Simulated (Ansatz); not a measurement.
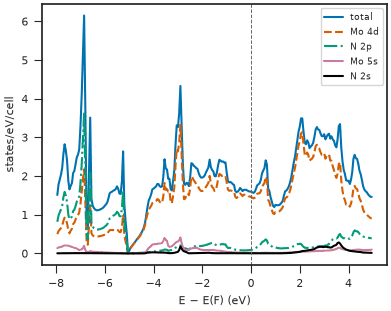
Fig. 1. Total and projected density of states of Mo2N in space group R-3m (No. 166; Mo on 6c, N on 3a), r²SCAN in the plane-wave PAW code Ansatz

Task: Which orbitals carry the states next to the Fermi level?

Result: Within 0.5 eV of the Fermi level: Mo 4d 89 %, N 2p 8 %. Projections are on Löwdin-orthogonalised atomic valence shells; empty p or d shells of many metals are not among them.

Task: Where is the tallest occupied peak in this window, and what makes it?

Result: Near -6.8 eV, about 6.2 states/eV per cell; the largest projected share is N 2p.

The workflow started from a Materials Project entry (that database holds measured and hypothetical structures alike); the Crystallography Open Database copy checked does not list it. COD files the formula under space group No. 141. Its standing as an ambient phase is unchecked. The cell was relaxed with r²SCAN under the symmetry of its start; whether a distortion lowers the energy is not shown. No spin polarisation was allowed. With an odd number of electrons in the cell and no spin polarisation, the count alone makes it a metal. Scalar-relativistic: spin–orbit coupling is off unless named, which matters more the heavier the elements.

Potentials: the later of the program's two PAW sets.
